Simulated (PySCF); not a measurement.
## Electronic structure of AlAs (triplet) in real space

```yaml
atoms:
  - { symbol: Al, position_ang: [0.0000, 0.0000, -1.8667] }
  - { symbol: As, position_ang: [0.0000, 0.0000, 0.6723] }
```

Theory: PBE0/def2-SVP, non-relativistic Hamiltonian with scalar-relativistic core potentials where named, at a bond length of 2.539 Å in PySCF 2.14.0.

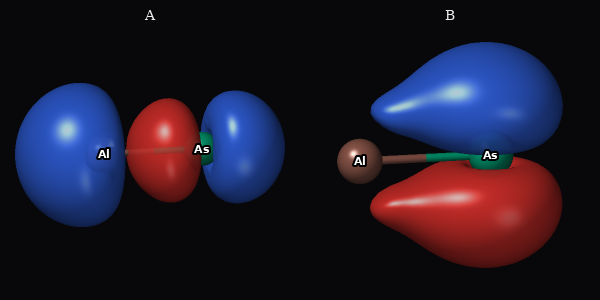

Figure 1. Two frontier α-spin orbitals, each drawn at the value that holds 80 % of its norm (blue and red are the two phases), in no order; of a degenerate pair one member is drawn.

Q: Label each orbital by symmetry, say whether it is occupied, and order them by energy.

A: Orbital B: π, occupied in this spin, −6.91 eV; mainly on As (85 %).
Orbital A: σ, occupied in this spin, −5.69 eV; shared between the atoms (Al 55 %, As 45 %).

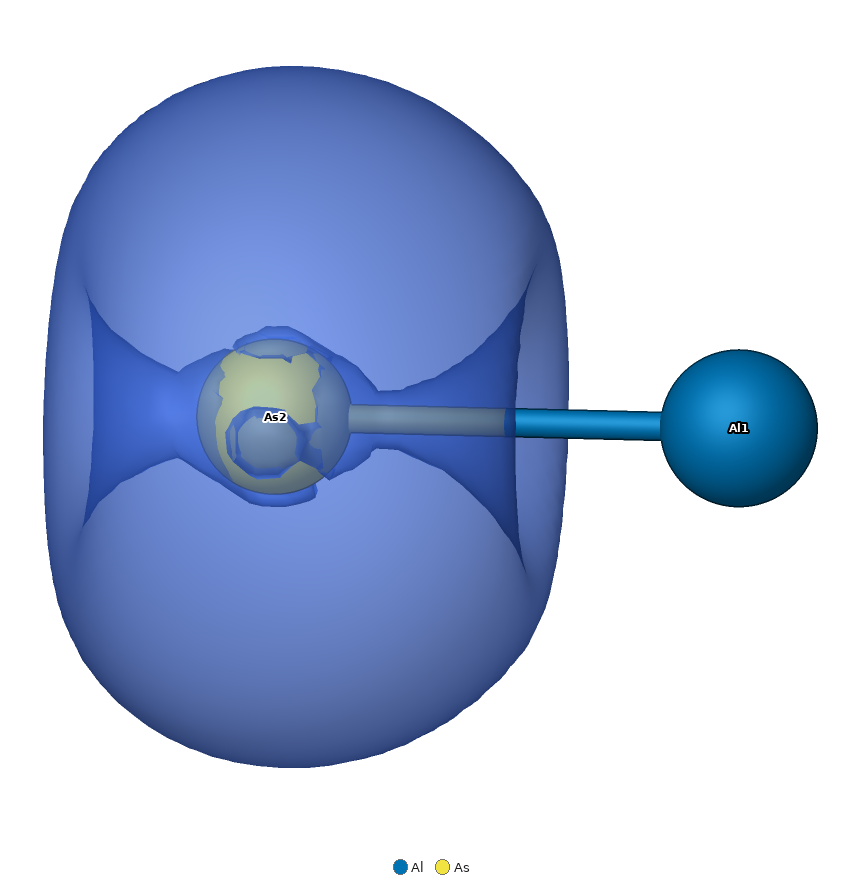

Figure 2. Isosurfaces of the spin density (α minus β) at +0.02 (blue) and −0.02 e/Å³ (red), seen from one side.

Q: Which atoms carry the spin?

A: The unpaired spin (2 electrons) lies mostly on As2 (about 1.8) and Al1 (about 0.2), in electrons by Hirshfeld's partition.

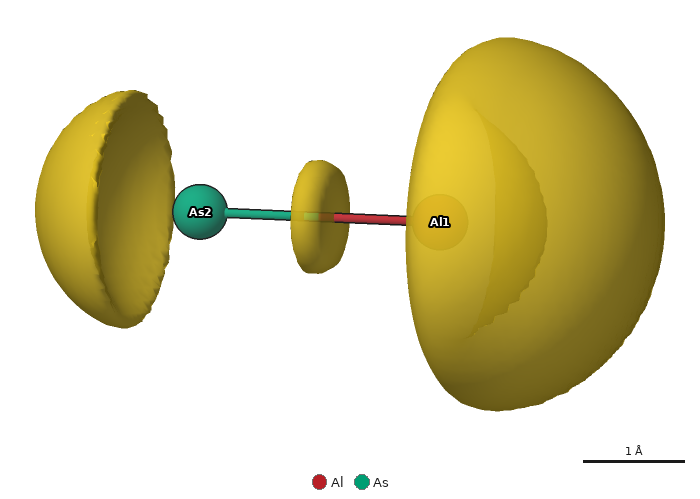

Figure 3. Isosurface of the electron localisation function at 0.85 (yellow), seen from one side. Only the valence region is drawn (cores and ρ < 0.01 e/Å³ removed).

Q: Identify the bonds, lone pairs and shells in this picture.

A: The ELF exceeds this value in one region between bonded Al–As atoms (shared pairs), one lobe on Al, pointing away from the bonds (non-bonding electrons) and one lobe on As, pointing away from the bonds (non-bonding electrons). Profiles from the grid: Al–As (2.54 Å): the ELF peaks at about 0.90 between the atoms: a covalent bond.
